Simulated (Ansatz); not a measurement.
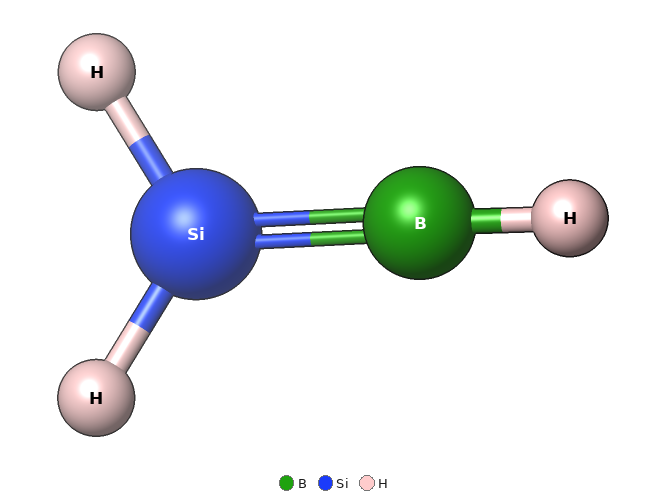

Orthographic view. Distant atoms are faded towards the background colour. Computed geometry: PBE0-D4/def2-TZVP optimisation. No frequency run is at hand to confirm it as a minimum.

Write the InChI string.

Answer. InChI=1S/BH3Si/c1-2/h1H,2H2
